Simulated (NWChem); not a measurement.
# Single-point calculation of NF₃ (charge +1) (part 3 of 3)

NF₃, charge +1, multiplicity 2; HF/3-21G, UHF (NWChem 7.3.0). The geometry is that of the parent species in another charge or spin state. The geometry comes from this level: PBE0-D4/def2-TZVP.

Geometry of the input (Å):
```
F  0.6140  0.0003  1.0669
N  0.3534  -0.0741  -0.2662
F  -0.6363  -1.0065  -0.3122
F  -0.3311  1.0803  -0.4884
```

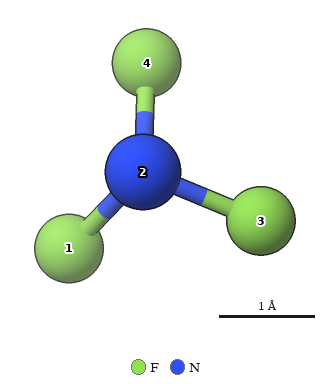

Figure 1. The structure (ball-and-stick view, seen at a tilt; atoms are numbered from 1 in the order of the input).

## Results in brief

- outcome: converged
- total energy: −350.144859 hartree
- basis functions: 36
- ⟨S²⟩: 0.782
- SCF solution under orbital rotations: stable
- hardware: 1 thread of Intel Xeon (Granite Rapids), 32 GiB of memory available, shared host
- wall time: 1.5 s
- peak memory: 0.097 GiB
